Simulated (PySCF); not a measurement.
System: C8H8FO (SMILES CCc1c([O-])cccc1F) (charge −1).

Input

```
{"job": {"kind": "nmr", "xc": "PBE0", "basis": "pcSseg-1"}, "charge": -1, "multiplicity": 1}
C     -2.679983     0.260486     0.510608
C     -1.826523    -0.510787    -0.494330
C     -0.362798    -0.440217    -0.180969
C      0.316740     0.822567    -0.439594
O     -0.296777     1.810773    -0.912462
C      1.724150     0.830768    -0.113752
C      2.373016    -0.273979     0.413713
C      1.700182    -1.478999     0.660918
C      0.338923    -1.505619     0.350668
F     -0.327827    -2.669224     0.587544
H     -3.751562     0.244784     0.241784
H     -2.575135    -0.160643     1.524001
H     -2.336937     1.305580     0.526921
H     -1.975244    -0.048018    -1.485768
H     -2.155554    -1.561158    -0.551077
H      2.261807     1.765996    -0.298965
H      3.442890    -0.208064     0.646457
H      2.187773    -2.362580     1.075831
```

Launched as:

```sh
OMP_NUM_THREADS=1 python probes_run.py task.json out
```

Geometry: PBE0-D3(BJ)/def2-SVP.

The calculation used PBE0/pcSseg-1, SCF density, gas phase, non-relativistic (PySCF 2.14.0).

### Predict the electron density and electron localisation function between the atoms.

C–O (1.26 Å): the density is about 2.9 e/Å³ at the midpoint; the ELF peaks at about 0.85 between the atoms: a polar covalent bond.
C–F (1.36 Å): ρ at the midpoint is about 2.2 e/Å³, with its minimum of 1.6 e/Å³ about 0.5 Å from C; the ELF peaks at about 0.85 between the atoms (a polar covalent bond).
C–C (1.38 Å): the density is about 2.1 e/Å³ at the midpoint; the ELF peaks at about 0.95 between the atoms; a covalent bond.
C–H (1.09 Å): the density is about 1.9 e/Å³ at the midpoint; the ELF climbs to about 1 towards the hydrogen, as it does in any bond to H; an ordinary covalent bond to hydrogen.

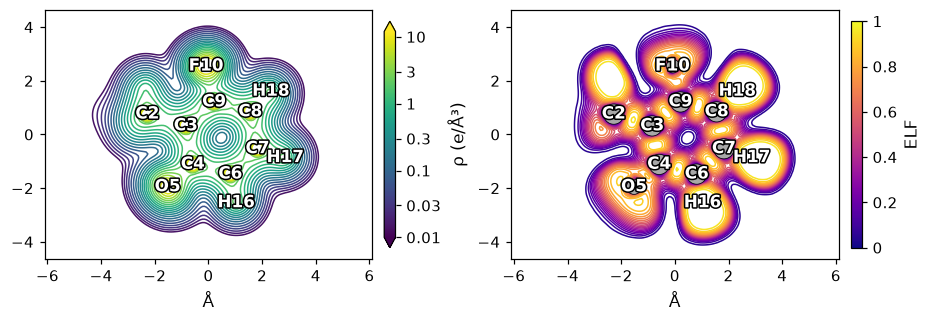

Computed electron density and electron localisation function on the plane of atoms C7, C8 and H18, in this order. Grey discs cover the atomic cores in the ELF map. 
